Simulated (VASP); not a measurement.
Input:

```
CELL_PARAMETERS angstrom
      3.84551     0.00000     0.00000
     -1.92276     3.33031     0.00000
      0.00000     0.00000     6.42268
ATOMIC_POSITIONS crystal
  Mg 0.00000 0.00000 0.00000
  Br 0.33333 0.66667 0.23250
  Br 0.66667 0.33333 0.76750
```

Method: r2SCAN meta-GGA, VASP's PBE PAW potentials (set 64) (plane waves; VASP 6.6.1). Numerical set-up: 400 eV cut-off, 8×8×4 Γ-centred mesh, tetrahedra with Blöchl corrections, potentials Mg Br.

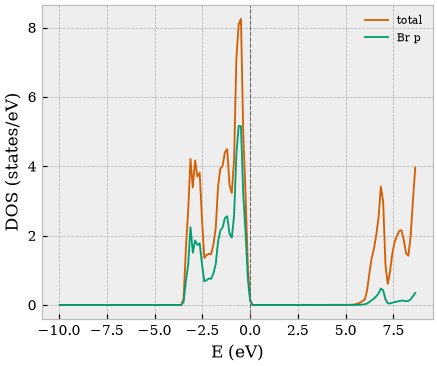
Fig. 1. Total and projected density of states, zero at the valence-band maximum

Within 2 eV below the valence-band maximum the largest weight inside VASP's projection spheres is Br p.

The gap is direct, 5.22 eV, from the valence maximum at Γ to the conduction minimum at Γ.

The structure comes from a computed database's MgBr2 entry (P-3m1); how it stands against other phases isn't given here. It was relaxed first.
